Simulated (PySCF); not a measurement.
**C7H9FO (SMILES C=CC1(C(=O)F)CCC1): density, localisation and related maps**

Input

```
{"job": {"kind": "nmr", "xc": "PBE0", "basis": "pcSseg-1"}, "charge": 0, "multiplicity": 1}
C      2.417001    -0.053373    -0.429978
C      1.230259     0.241337    -0.927215
C     -0.032726     0.301895    -0.110452
C     -0.103585     1.698841     0.420767
O     -0.770746     2.609274     0.076047
F      0.791072     1.880391     1.439056
C     -1.336536    -0.143266    -0.798021
C     -1.644052    -1.052964     0.401687
C     -0.247138    -0.776768     0.976766
H      2.559529    -0.272521     0.615063
H      3.296138    -0.083345    -1.049930
H      1.102075     0.481715    -1.974064
H     -2.047025     0.659443    -0.983307
H     -1.157421    -0.687122    -1.722629
H     -2.447613    -0.674120     1.028735
H     -1.845832    -2.092661     0.156713
H     -0.213464    -0.418689     2.003376
H      0.441305    -1.611749     0.865729
```

Command:

```sh
OMP_NUM_THREADS=1 python probes_run.py task.json out
```

Geometry: GFN2-xTB.

These are results of PBE0/pcSseg-1, SCF density, gas phase, non-relativistic in PySCF 2.14.0, not measurements.

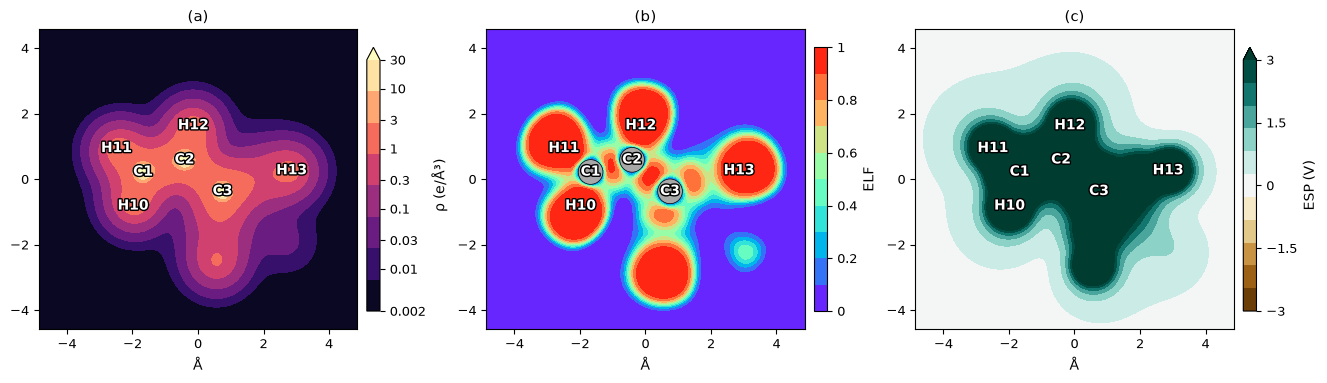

Figure 1. (a) electron density; (b) electron localisation function; (c) electrostatic potential on the plane of atoms C3, C2 and H12. Grey discs cover the atomic cores in the ELF map.

What does the map show?

Answer. The plane passes through C and H nuclei. C–C (1.32 Å): ρ is about 2.3 e/Å³ halfway; the ELF peaks at about 0.95 between the atoms; a short, multiple covalent bond. C–H (1.08 Å): ρ at the midpoint is about 2 e/Å³; the ELF climbs to about 1 towards the hydrogen, as it does in any bond to H (an ordinary covalent bond to hydrogen). C–C (1.51 Å): the density is about 1.7 e/Å³ at the midpoint; the ELF peaks at about 0.95 between the atoms (a covalent bond). The potential has no marked negative region in this plane.

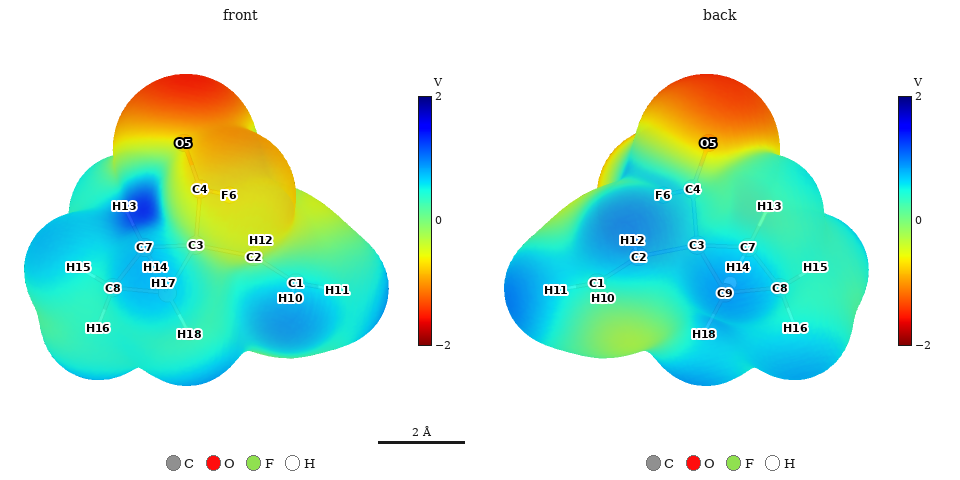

Figure 2. The electrostatic potential painted on the density surface at 0.002 e/bohr³, seen from the front and from behind; red is negative and blue positive.

Where is the surface potential most negative and most positive?

Answer. The most negative region (about −1.5 V) lies over O5, the most positive (about +1.2 V) over the π face of C4. O5 is the likeliest acceptor of a hydrogen bond.

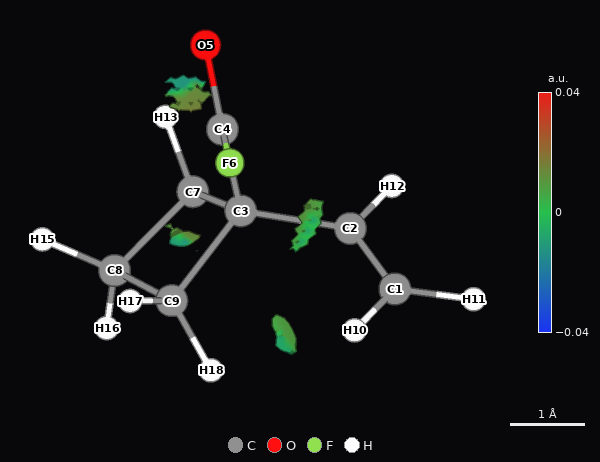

Figure 3. Non-covalent interaction (NCI) plot: the surface where the reduced density gradient is 0.5, for densities under 0.05 a.u., coloured by sign(λ₂)ρ; seen at a tilt.

What holds or crowds the atoms apart from the covalent bonds?

Answer.
- Between H13 and C7 on one side and O5 and C4 on the other: a weak contact, attractive (blue-green) on one side and crowded (olive to red) on the other
- Between H18 and C9 on one side and C1 and H10 on the other: a weak contact (green)
- Between C1 and C2 on one side and F6 and C4 on the other: a weak contact (green)
- Near H17, F6 and C9: mostly steric crowding (olive to red)
